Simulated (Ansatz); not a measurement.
Geometry relaxation, with input and output: CH₅BrOSi (part 1 of 2)

- system: CH₅BrOSi
- method: RKS PBE-D4/def2-SVP (Ansatz 0.2.0)

It belongs to a series of runs on one base structure; here: end point A relaxed.

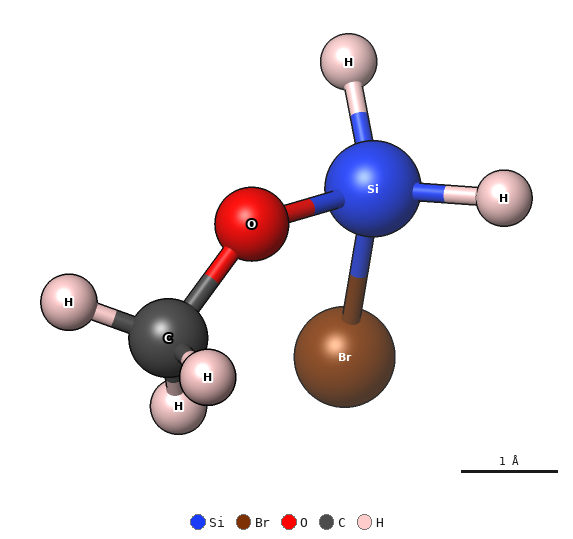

*The structure as given in the input (ball-and-stick view, seen at a tilt).*

Bond lengths as drawn: Br–Si 2.29 Å, C–H 1.10 to 1.11 Å, C–O 1.53 Å, H–Si 1.49 to 1.50 Å and O–Si 1.74 Å.

**Key numbers**

```json
{"quantity": "outcome", "value": "converged"}
{"quantity": "total energy", "value": "−81059.7535 eV"}
{"quantity": "mean-field energy", "value": "−81059.5651 eV"}
{"quantity": "largest force (length of the vector) at the end", "value": "0.030 eV/Å"}
{"quantity": "hardware", "value": "2 threads of Arm Neoverse V2, 24 GiB of memory available, shared host"}
{"quantity": "wall time", "value": "25 s (CPU time 48 s)"}
{"quantity": "peak memory", "value": "0.15 GiB"}
```

**The input**
```yaml
crystal:
  periodic: [false, false, false]
  atoms:
    - { symbol: Si, position_ang: [-0.286651, 1.468304, 0.315502] }
    - { symbol: Br, position_ang: [0.026726, 1.433283, -1.957376] }
    - { symbol: O, position_ang: [-0.239809, -0.243791, 0.628223] }
    - { symbol: C, position_ang: [0.23744, -1.527709, -0.049834] }
    - { symbol: H, position_ang: [0.384352, -1.238223, -1.096246] }
    - { symbol: H, position_ang: [-1.617205, 2.031103, 0.695755] }
    - { symbol: H, position_ang: [0.86236, 2.189692, 0.960321] }
    - { symbol: H, position_ang: [1.191677, -1.829373, 0.427596] }
    - { symbol: H, position_ang: [-0.559091, -2.283287, 0.07606] }
basis:
  gaussian: { orbitals: def2-SVP }
hamiltonian:
  xc: pbe
  dispersion: d4
relax:
  f_tol: 0.03
  max_steps: 50
output:
  orbitals: {}
```

Command:
```bash
ansatz run input.yaml --threads 2 --pin off --max-ram 3072MiB --backend cpu --events-out ev --progress --plain --runs-dir out
```

**Output**
```
The last accepted step is kept in [file] (removed where the run ends without a failure and the disk answers)
Engine: ansatz 0.2.0, aarch64-unknown-linux-gnu
Functional definition: PBE
  parameter kappa = 0.804
  parameter beta = 0.06672455060314922
  exchange = pbe_x(kappa = kappa, mu = beta*pi^2/3)
  correlation = pbe_c(beta = beta)
1132 factors; their error is unknown
mean field evaluation 1: about -81053.4532 eV, gradient 5.1e1 eV
mean field evaluation 2: about -81000.5320 eV, gradient 1.6e2 eV
mean field evaluation 4: about -81058.7270 eV, gradient 1.4e1 eV
mean field evaluation 8: about -81059.1161 eV, gradient 1.9e-1 eV
mean field evaluation 16: about -81059.0174 eV, gradient 7.1e-5 eV
mean field -81059.01743445 eV, -2978.8639469405 hartree, gradient 1.4e-5 eV, S^2 0.000000; 0 other end points of the search recorded, 0 dependent functions left out
the calculation of the forces begins
reference -81059.01747002 eV, -2978.8639482478 hartree; 34, 34 occupied and 69, 69 virtual orbitals, 1132 factors
relax step   1: F+E_penalty+E_count = -81059.20549063 eV  Δ(F+E_penalty+E_count) = +0.000e0 eV  max|allowed force component| = 3.167e0 eV/Å  Δτ_max = 0.0000 Å  (27 SCF iters, accepted)
these checks for a lower state are left out or cut short: starts, cluster_reference, orbital_swaps, neighbouring_geometries, increment
1132 factors; their error is unknown
mean field -81059.40724835 eV, -2978.8782723372 hartree, gradient 1.6e-5 eV, S^2 0.000000; 0 other end points of the search recorded, 0 dependent functions left out
[... from here on the field's lines of each further geometry are left out, up to the last ...]
relax step   2: F+E_penalty+E_count = -81059.59348370 eV  Δ(F+E_penalty+E_count) = -3.880e-1 eV  max|allowed force component| = 1.460e0 eV/Å  Δτ_max = 0.1950 Å  (34 SCF iters, accepted)
relax step   3: F+E_penalty+E_count = -81059.66801575 eV  Δ(F+E_penalty+E_count) = -7.453e-2 eV  max|allowed force component| = 7.017e-1 eV/Å  Δτ_max = 0.0539 Å  (28 SCF iters, accepted)
relax step   4: F+E_penalty+E_count = -81059.70136663 eV  Δ(F+E_penalty+E_count) = -3.335e-2 eV  max|allowed force component| = 1.995e-1 eV/Å  Δτ_max = 0.0552 Å  (28 SCF iters, accepted)
relax step   5: F+E_penalty+E_count = -81059.72820516 eV  Δ(F+E_penalty+E_count) = -2.684e-2 eV  max|allowed force component| = 1.599e-1 eV/Å  Δτ_max = 0.2000 Å  (35 SCF iters, accepted)
relax step   6: F+E_penalty+E_count = -81059.74507521 eV  Δ(F+E_penalty+E_count) = -1.687e-2 eV  max|allowed force component| = 1.282e-1 eV/Å  Δτ_max = 0.1373 Å  (28 SCF iters, accepted)
relax step   7: F+E_penalty+E_count = -81059.74140733 eV  Δ(F+E_penalty+E_count) = +3.668e-3 eV  max|allowed force component| = 3.445e-1 eV/Å  Δτ_max = 0.1513 Å  (28 SCF iters, rejected (line search))
relax step   8: F+E_penalty+E_count = -81059.75087604 eV  Δ(F+E_penalty+E_count) = -5.801e-3 eV  max|allowed force component| = 2.932e-2 eV/Å  Δτ_max = 0.0756 Å  (28 SCF iters, accepted)
relax step   9: F+E_penalty+E_count = -81059.75064857 eV  Δ(F+E_penalty+E_count) = +2.275e-4 eV  max|allowed force component| = 1.714e-1 eV/Å  Δτ_max = 0.0975 Å  (28 SCF iters, rejected (line search))
relax step  10: F+E_penalty+E_count = -81059.75204789 eV  Δ(F+E_penalty+E_count) = -1.172e-3 eV  max|allowed force component| = 3.611e-2 eV/Å  Δτ_max = 0.0475 Å  (28 SCF iters, accepted)
relax step  11: F+E_penalty+E_count = -81059.75172450 eV  Δ(F+E_penalty+E_count) = +3.234e-4 eV  max|allowed force component| = 7.170e-2 eV/Å  Δτ_max = 0.0485 Å  (29 SCF iters, rejected (line search))
relax step  12: F+E_penalty+E_count = -81059.75285885 eV  Δ(F+E_penalty+E_count) = -8.110e-4 eV  max|allowed force component| = 1.176e-2 eV/Å  Δτ_max = 0.0243 Å  (30 SCF iters, accepted)
relax step  13: F+E_penalty+E_count = -81059.75323242 eV  Δ(F+E_penalty+E_count) = -3.736e-4 eV  max|allowed force component| = 1.248e-2 eV/Å  Δτ_max = 0.0244 Å  (30 SCF iters, accepted)
relax step  14: F+E_penalty+E_count = -81059.75343164 eV  Δ(F+E_penalty+E_count) = -1.992e-4 eV  max|allowed force component| = 3.707e-2 eV/Å  Δτ_max = 0.0359 Å  (28 SCF iters, accepted)
the calculation of the forces begins
reference -81059.56509221 eV, -2978.8840729919 hartree; 34, 34 occupied and 69, 69 virtual orbitals, 1132 factors
relax step  15: F+E_penalty+E_count = -81059.75350235 eV  Δ(F+E_penalty+E_count) = -7.071e-5 eV  max|allowed force component| = 2.649e-2 eV/Å  Δτ_max = 0.0056 Å  (22 SCF iters, accepted)
1132 factors; their error is unknown
mean field evaluation 128: about -81059.5651 eV, gradient 4.5e-2 eV
```

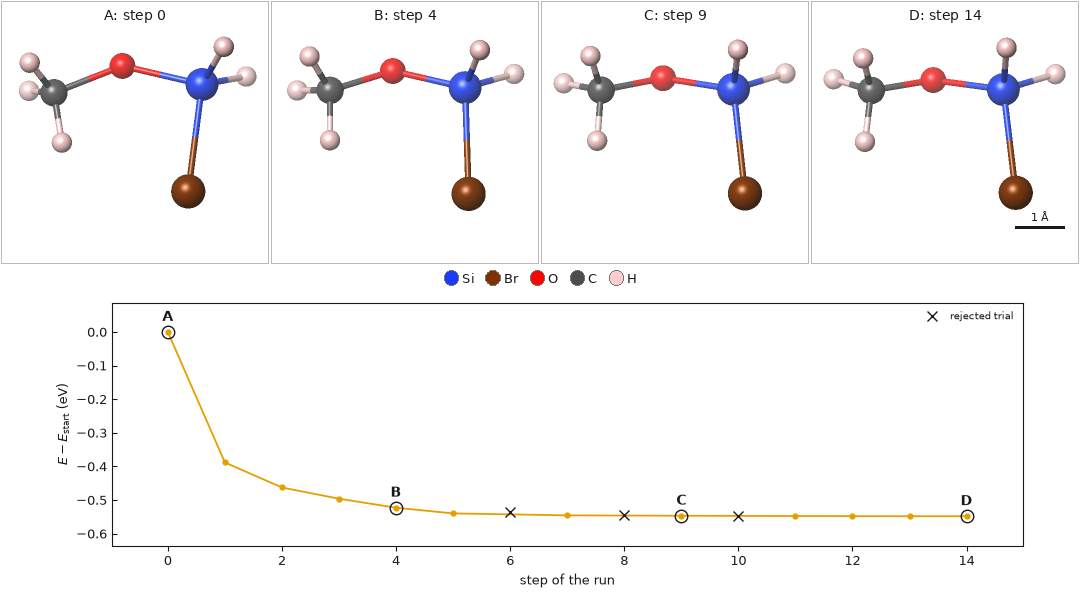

*Frames of the relaxation (ball-and-stick view, seen at a tilt) above the curves, on which the letters mark them (the first geometry is step 0 here and step 1 in the log).*

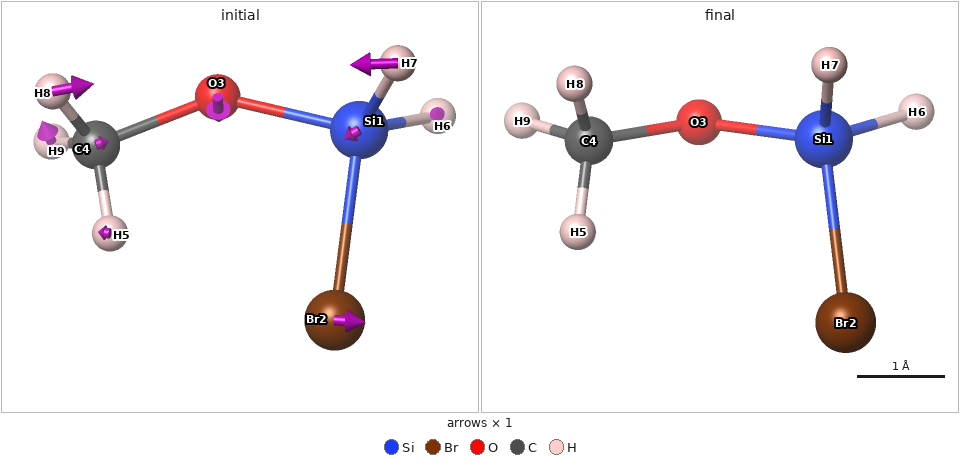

*Before (left) and after (right) the relaxation, at one scale (ball-and-stick view, seen at a tilt). The pink arrows give the displacements, at true length.*

H7 moves most after the best rigid fit: 0.56 Å. By element the largest moves are H 0.56 Å, O 0.49 Å, Br 0.37 Å, Si 0.21 Å, C 0.16 Å. Distances before and after: O3–C4 1.528 → 1.419 Å, Si1–O3 1.741 → 1.666 Å, Si1–Br2 2.295 → 2.250 Å, C4–H5 1.096 → 1.114 Å. Among the angles that change: Si1–O3–C4 139.0° → 124.2°, Br2–Si1–O3 99.2° → 111.0°, O3–C4–H5 104.1° → 111.6°. Over 14 geometry steps the energy falls by 0.548 eV. Largest force component: 3.2 eV/Å at the start, 0.026 eV/Å at the end. The line search rejected the trial steps at points 6, 8, 10 (counted from 0) and went back. (Atoms are counted from 1 in the order of the input.)

```
mean field -81059.56505866 eV, -2978.8840717591 hartree, gradient 2.3e-5 eV, S^2 0.000000; 1 other end points of the search recorded, 0 dependent functions left out
the calculation of the forces begins
reference -81059.56509221 eV, -2978.8840729919 hartree; 34, 34 occupied and 69, 69 virtual orbitals, 1132 factors
Total energy: -81059.75353590 eV, -2978.8909981700 hartree
Atom 0 at    -0.297500     1.288592     0.208574 Å, force    -0.009140    -0.003940     0.004948 eV/Å
Atom 1 at    -0.020315     1.804278    -1.963449 Å, force     0.004535    -0.000924     0.002527 eV/Å
Atom 2 at    -0.662753    -0.326210     0.396257 Å, force     0.007785     0.003991    -0.005589 eV/Å
Atom 3 at     0.195330    -1.387474     0.007657 Å, force     0.006898    -0.020410    -0.000707 eV/Å
Atom 4 at     0.379983    -1.383691    -1.090482 Å, force    -0.003262    -0.001839     0.023177 eV/Å
Atom 5 at    -1.471730     2.042136     0.738856 Å, force    -0.000546     0.000396     0.001400 eV/Å
Atom 6 at     0.989703     1.647609     0.897330 Å, force    -0.000632    -0.000233    -0.005154 eV/Å
Atom 7 at     1.180275    -1.339009     0.527950 Å, force    -0.018638    -0.003534    -0.014286 eV/Å
Atom 8 at    -0.293195    -2.346232     0.277309 Å, force     0.012999     0.026494    -0.006316 eV/Å
Dipole moment:     0.160670    -0.193774     0.176026 e Å
```

**Trajectory as extended XYZ (Å, eV, eV/Å), 15 frames, from step=1 to step=15**
```
9
Properties=species:S:1:pos:R:3:forces:R:3 step=1 energy=-81059.20549
Si   -0.2867    1.4683    0.3155    0.6667  -3.1670  -0.7338
Br    0.0267    1.4333   -1.9574   -0.1134   0.5302   0.2847
O    -0.2398   -0.2438    0.6282    0.1305   0.0303  -0.0761
C     0.2374   -1.5277   -0.0498   -0.6363   2.9800   1.0996
H     0.3844   -1.2382   -1.0962    0.1482  -0.3588  -0.5204
H    -1.6172    2.0311    0.6958   -0.0199  -0.0128  -0.0109
H     0.8624    2.1897    0.9603   -0.0962   0.0616  -0.0288
H     1.1917   -1.8294    0.4276   -0.1004  -0.0774  -0.0354
H    -0.5591   -2.2833    0.0761    0.0208   0.0139   0.0211
9
Properties=species:S:1:pos:R:3:forces:R:3 step=2 energy=-81059.59348
Si   -0.2497    1.3464    0.2462    0.0322  -0.9036   0.1608
Br    0.0135    1.6208   -2.0091   -0.0504  -0.1588   0.5068
O    -0.2555   -0.2878    0.7380    0.3578   0.0683  -1.1117
C     0.2215   -1.4707   -0.0067   -0.4635   1.4603   0.8525
H     0.3667   -1.2139   -1.0727    0.0306  -0.1181  -0.1318
H    -1.5684    1.9380    0.6397   -0.0320  -0.0460  -0.0696
H     0.8500    2.1206    0.9187    0.0639  -0.0774  -0.1076
H     1.1784   -1.8054    0.4407    0.0091  -0.1010  -0.0421
H    -0.5566   -2.2480    0.1050    0.0524  -0.1238  -0.0573
9
Properties=species:S:1:pos:R:3:forces:R:3 step=3 energy=-81059.66802
Si   -0.2492    1.3270    0.2559   -0.0443  -0.4627   0.1753
Br    0.0071    1.5923   -1.9773   -0.0165  -0.1123   0.1835
O    -0.2793   -0.2937    0.7286    0.1669   0.3114  -0.7017
C     0.2150   -1.4339   -0.0031   -0.2793   0.6340   0.5526
H     0.3712   -1.1947   -1.0744    0.0215  -0.0582  -0.0650
H    -1.5725    1.9222    0.6285    0.0327  -0.0073   0.0178
H     0.8816    2.0826    0.8974   -0.0050  -0.0624  -0.0273
H     1.1703   -1.7684    0.4493    0.0602  -0.1086  -0.0584
H    -0.5444   -2.2334    0.0952    0.0638  -0.1339  -0.0769
9
Properties=species:S:1:pos:R:3:forces:R:3 step=4 energy=-81059.70137
Si   -0.2557    1.3219    0.2592   -0.0345  -0.0351   0.1450
Br   -0.0045    1.5472   -1.9613   -0.0058   0.0086  -0.0644
O    -0.3203   -0.2864    0.6923   -0.0555   0.1995  -0.1785
C     0.2091   -1.4027    0.0015   -0.0437  -0.1132   0.1094
H     0.3893   -1.1894   -1.0747    0.0080   0.0034   0.0027
H    -1.5636    1.9350    0.6514    0.0337   0.0196   0.0232
H     0.9032    2.0411    0.8902   -0.0103  -0.0264  -0.0064
H     1.1634   -1.7306    0.4656    0.0575  -0.0312  -0.0117
H    -0.5210   -2.2361    0.0757    0.0505  -0.0252  -0.0191
```
